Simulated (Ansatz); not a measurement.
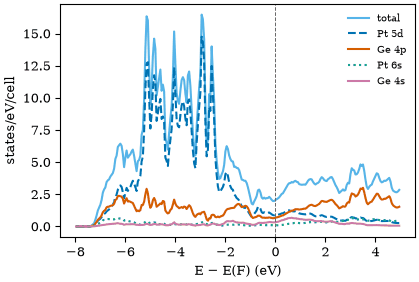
Figure. Total and projected density of states of GePt in space group Pnma (No. 62; Ge on 4c, Pt on 4c), plane-wave PAW PBE (Ansatz code)

Question: Which orbitals carry the states next to the Fermi level?

Answer: Within 0.5 eV of the Fermi level: Pt 5d 43 %, Ge 4p 32 %, Ge 4s 17 %. Projections are on Löwdin-orthogonalised atomic valence shells; empty p or d shells of many metals are not among them.

Question: Where is the tallest occupied peak in this window, and what makes it?

Answer: Near -2.9 eV, about 16 states/eV per cell; the largest projected share is Pt 5d.

The PBE relaxation kept the symmetry of its start. No spin polarisation was allowed. Spin–orbit coupling is left out wherever it is not named.

Potentials: the later of the program's two PAW sets.
